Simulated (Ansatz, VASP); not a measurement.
# BiP: VASP beside Ansatz, part 2 of 2

One calculation is typed for both programs; each brings its own data sets and cutoff. How far apart do they land? The cell is invented: As first built, before any earlier steps moved the atoms: it takes the AlP structure with some of its atoms replaced by other elements, volume scaled by an estimate. It may not be a known or stable phase. The cell comes out of the VASP series on this material, whose earlier steps may have relaxed, scaled or displaced it; both programs get it as it stands.

VASP 6.6.1 and Ansatz 0.2.0.

So far. Step 2 (VASP: band structure, PBE, spin-orbit coupling): The run ends at a pressure of -0.38 GPa.

## 5. Ansatz: band structure, r2SCAN, spin-orbit coupling

Level of this step: Ansatz beside VASP: Kohn-Sham DFT, plane waves, r2SCAN, spin-orbit coupling (Ansatz).

The same path points are solved in both programs, so levels can be compared one by one.

The cell comes out of the VASP series on this material, whose earlier steps may have relaxed, scaled or displaced it; both programs get it as it stands.

input.yaml

```yaml
crystal:
  lattice:
    - [0.0, 3.2476571572, 3.2476571572]
    - [3.2476571572, 0.0, 3.2476571572]
    - [3.2476571572, 3.2476571572, 0.0]
  atoms:
    - { symbol: Bi, position: [0.0, 0.0, 0.0] }
    - { symbol: P, position: [0.25, 0.25, 0.25] }
hamiltonian:
  xc: r2scan
  pseudopotentials: { kind: paw_fr }
magnetization:
  noncollinear: true
  spin_orbit: true
kpoints:
  mp_grid: { grid: [4, 4, 4] }
  band_path:
    path:
      - [0.0, 0.0, 0.0]
      - [0.16667, 0.0, 0.16667]
      - [0.33333, 0.0, 0.33333]
      - [0.5, 0.0, 0.5]
      - [0.5, 0.08333, 0.58333]
      - [0.5, 0.18333, 0.68333]
      - [0.5, 0.25, 0.75]
      - [0.45, 0.3, 0.75]
      - [0.40833, 0.34167, 0.75]
      - [0.35, 0.35, 0.7]
      - [0.225, 0.225, 0.45]
      - [0.075, 0.075, 0.15]
      - [0.03333, 0.03333, 0.03333]
      - [0.23333, 0.23333, 0.23333]
      - [0.4, 0.4, 0.4]
      - [0.51667, 0.46667, 0.51667]
      - [0.55833, 0.38333, 0.55833]
      - [0.60833, 0.28333, 0.60833]
      - [0.60833, 0.25, 0.64167]
      - [0.55833, 0.25, 0.69167]
      - [0.51667, 0.25, 0.73333]
      - [0.5, 0.3, 0.7]
      - [0.5, 0.38333, 0.61667]
      - [0.5, 0.48333, 0.51667]
      - [0.475, 0.475, 0.55]
      - [0.425, 0.425, 0.65]
      - [0.38333, 0.38333, 0.73333]
      - [0.59167, 0.18333, 0.59167]
      - [0.55, 0.1, 0.55]
      - [0.5, 0.0, 0.5]
    npoints: 1
scf:
  occupations: { method: gaussian, width: 0.02 }
  n_extra_bands: 14
output:
  forces: true
  stress: true
  eigenvalues: true
  write_density: true
  write_potential: true
  elf: true
  volumetric_format: npy
```

Run with:

```console
> ansatz run input.yaml --threads 2 --pin off --max-ram 4608MiB --backend cpu --events-out ev --progress --plain --runs-dir out
```

Numbers of over 12 decimals in the logs are rounded to 6 here.

Log:

```text
[...]
Crystal: 2 atoms, lattice volume = 68.508 Å³
Basis set: ecut = 500 eV, 1807 PW (Γ), exchange–correlation on 144×144×144 points (64 copies of the dense FFT grid, shifted against one another)
Bands: 34, of which v1, the nominal top of the filled ones, is band 20 counted from 1 (19 counted from 0)
[...]
k-point 0: bands = [... 16 lower, 4.3994, 4.3994, 4.3994, 4.3994, 6.2080, 6.2080, 7.5772, 7.5772, ... 10 higher]
  k-point 1: bands = [... 16 lower, 3.9214, 3.9344, 4.0864, 4.0864, 7.1133, 7.1133, 8.2539, 8.2674, ... 10 higher]
  k-point 2: bands = [... 16 lower, 3.5840, 3.5840, 3.7057, 3.7057, 7.7021, 7.7021, 8.5982, 8.5982, ... 10 higher]
  k-point 7: bands = [... 16 lower, 2.2373, 2.2376, 6.4715, 6.5061, 6.8409, 8.4080, 8.4566, 8.7763, ... 10 higher]
[key lines of the parts left out:]
SCF converged after 8 iterations
Magnetization: |M| = 0.0000 μB,  M = (+0.0000, +0.0000, +0.0000) μB
Free energy (F): -13135.423886 eV
Fermi energy:    6.036404 eV
P = ⅓ Tr σ = -1.0436 GPa (-10.436 kbar)
```

Run time: 27 s. Hardware: 2 threads of Arm Neoverse N1, shared host; peak memory 0.66 GiB; 53 s of CPU time.

## 6. VASP: band structure, r2SCAN, spin-orbit coupling

The same cell, functional, mesh and smearing now go to VASP, with its own data sets and cutoff.

INCAR

```
SYSTEM = BiP
PREC = Accurate
ENCUT = 400
EDIFF = 1E-06
NELM = 100
ISMEAR = 0
SIGMA = 0.02
LREAL = .FALSE.
ALGO = Normal
METAGGA = R2SCAN
LASPH = .TRUE.
LNONCOLLINEAR = .TRUE.
MAGMOM = 0 0 0 0 0 0
NBANDS = 32
GGA_COMPAT = .FALSE.
LSORBIT = .TRUE.
LORBIT = 11
LWAVE = .FALSE.
LCHARG = .FALSE.
KPAR = 4
```

POSCAR

```
BiP
1.0
    0.0000000000      3.2476571572      3.2476571572
    3.2476571572      0.0000000000      3.2476571572
    3.2476571572      3.2476571572      0.0000000000
Bi P
1 1
Direct
    0.0000000000      0.0000000000      0.0000000000
    0.2500000000      0.2500000000      0.2500000000
```

KPOINTS

```
Automatic mesh
0
Gamma
4 4 4
0 0 0
```

KPOINTS_OPT

```
Line mode
16
Line-mode
Reciprocal
  0.00000000   0.00000000   0.00000000 GAMMA
  0.50000000   0.00000000   0.50000000 X

  0.50000000   0.00000000   0.50000000 X
  0.50000000   0.25000000   0.75000000 W

  0.50000000   0.25000000   0.75000000 W
  0.37500000   0.37500000   0.75000000 K

  0.37500000   0.37500000   0.75000000 K
  0.00000000   0.00000000   0.00000000 GAMMA

  0.00000000   0.00000000   0.00000000 GAMMA
  0.50000000   0.50000000   0.50000000 L

  0.50000000   0.50000000   0.50000000 L
  0.62500000   0.25000000   0.62500000 U

  0.62500000   0.25000000   0.62500000 U
  0.50000000   0.25000000   0.75000000 W

  0.50000000   0.25000000   0.75000000 W
  0.50000000   0.50000000   0.50000000 L

  0.50000000   0.50000000   0.50000000 L
  0.37500000   0.37500000   0.75000000 K

  0.62500000   0.25000000   0.62500000 U
  0.50000000   0.00000000   0.50000000 X
```

The projector-augmented-wave data sets are Bi_d and P (PBE family, release 64).

Run with:

```console
> mpirun -np 4 vasp_ncl
```

Log:

```text
[banner, memory and clock lines left out]
running    4 mpi-ranks, on    1 nodes
[...]
|                                                                             |
|               ----> ADVICE to this user running VASP <----                  |
|                                                                             |
|     You enforced a specific xc type in the INCAR file but a different       |
|     [... a line on the potential file left out ...]
|     I HOPE YOU KNOW WHAT YOU ARE DOING!                                     |
|                                                                             |

 LDA part: xc-table for (None), standard interpolation
 POSCAR, INCAR and KPOINTS ok, starting setup
[...]
entering main loop
       N       E                     dE             d eps       ncg     rms          rms(c)
DAV:   1     0.113203584078E+03    0.11320E+03   -0.84273E+03   640   0.106E+03
DAV:   2    -0.546790261577E+02   -0.16788E+03   -0.16228E+03   696   0.327E+02
[...]
1 F= -.67403483E+02 E0= -.67402954E+02  d E =-.105786E-02  mag=    -0.0000    -0.0000    -0.0000
 Start KPOINTS_OPT (optional k-point list driver)
k-point batch [1-10\160]
       N       E                     dE             ncg
DAV:   1    -0.166056007386E+03   -0.10058E+04      640
DAV:   2    -0.188725175338E+04   -0.17212E+04      704
DAV:   3    -0.207023967055E+04   -0.18299E+03      760
DAV:   4    -0.207739845447E+04   -0.71588E+01      744
DAV:   5    -0.207778174208E+04   -0.38329E+00     1000
DAV:   6    -0.207778559336E+04   -0.38513E-02      736
DAV:   7    -0.207778579422E+04   -0.20086E-03     1000
DAV:   8    -0.207778579708E+04   -0.28571E-05      760
DAV:   9    -0.207778579717E+04   -0.96906E-07      424
[...]
k-point batch [151-160\160]
       N       E                     dE             ncg
DAV:   1    -0.308316360519E+03   -0.58289E+04      648
DAV:   2    -0.197147323713E+04   -0.16632E+04      672
DAV:   3    -0.213363626709E+04   -0.16216E+03      864
DAV:   4    -0.213924707028E+04   -0.56108E+01      848
DAV:   5    -0.213945048480E+04   -0.20341E+00      928
DAV:   6    -0.213945485274E+04   -0.43679E-02      928
DAV:   7    -0.213945497620E+04   -0.12346E-03      920
DAV:   8    -0.213945497934E+04   -0.31387E-05      896
DAV:   9    -0.213945497941E+04   -0.65492E-07      544
```

From OUTCAR (step 6):

```text
  Total       -0.5029260     -0.5029260     -0.5029260     -0.0000000      0.0000000     -0.0000000
  in kB      -11.7618095    -11.7618095    -11.7618095     -0.0000000      0.0000000     -0.0000000
  external PRESSURE =     -11.7618095 kB  Pullay stress =       0.0000000 kB

  FREE ENERGIE OF THE ION-ELECTRON SYSTEM (eV)
  ---------------------------------------------------
  free  energy   TOTEN  =       -67.4034827724 eV

  energy  without entropy=      -67.4024249170  energy(sigma->0) =      -67.40295384

 magnetization (x)
# of ion       s       p       d       tot
------------------------------------------
    1       -0.000   0.000  -0.000   0.000
    2        0.000   0.000   0.000   0.000
--------------------------------------------------
tot         -0.000   0.000  -0.000   0.000

 magnetization (y)
# of ion       s       p       d       tot
------------------------------------------
    1        0.000   0.000   0.000   0.000
    2        0.000   0.000   0.000   0.000
--------------------------------------------------
tot          0.000   0.000   0.000   0.000

 magnetization (z)
# of ion       s       p       d       tot
------------------------------------------
    1       -0.000   0.000  -0.000  -0.000
    2        0.000   0.000   0.000   0.000
--------------------------------------------------
tot         -0.000   0.000  -0.000  -0.000

[... 3 parts as in an earlier step ...]

[... 1 further part left out ...]
[key lines of the parts left out:]
E-fermi :   4.0428
```

The run ends at a pressure of -1.18 GPa.

## 7. Side by side

What differs besides the data sets and the points named for the pairs above, as far as they apply: VASP keeps PBE cores, Ansatz makes them for the functional; the cutoff is 500 eV in Ansatz and 400 eV in VASP. Total energies have different zeros and are not compared.

Both answers:

```csv
quantity,Ansatz,VASP,difference
pressure (GPa),-1.04,-1.18,+0.13
```

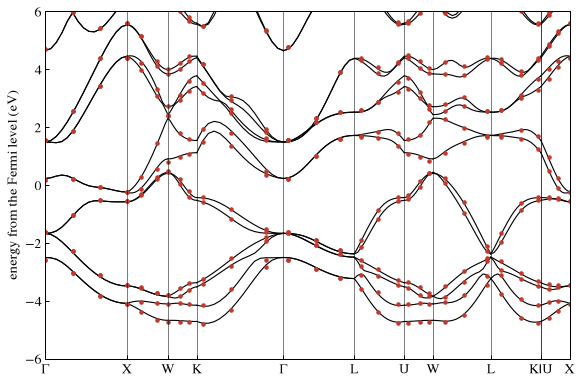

Bands from VASP (lines) and levels from Ansatz (dots). Dots without a line are higher empty bands that the VASP plot leaves out.

Levels from 3 eV below to 2 eV above the Fermi level differ by 39 meV r.m.s. and 97 meV at most; each VASP level is matched to the nearest of Ansatz, which flatters the figure a little.

## 8. What came out

| Property | Result |
| --- | --- |
| r.m.s. difference of levels near the Fermi level (band structure, PBE, spin-orbit coupling) | 35 meV |
| r.m.s. difference of levels near the Fermi level (band structure, r2SCAN, spin-orbit coupling) | 39 meV |

What this shows: The r.m.s. difference of levels near the Fermi level is 39 meV (band structure, r2SCAN, spin-orbit coupling), within the 80 meV picked in this series as the mark of a large difference. Differences of this kind measure data sets and numerical settings, not the functional's error against experiment.

[Lines on the potential files, build, host, timing and source positions are cut from VASP's logs without a mark.]

[Logs are printed without paths, hosts, clocks, repeated set-up lines and the standing remarks that a program may print on its own settings, such as how far it seeks lower states.]

[Hosts, paths, dates, database ids (printed as entryN), source tags and the programs' standing remarks are cut or masked in the printed files.]
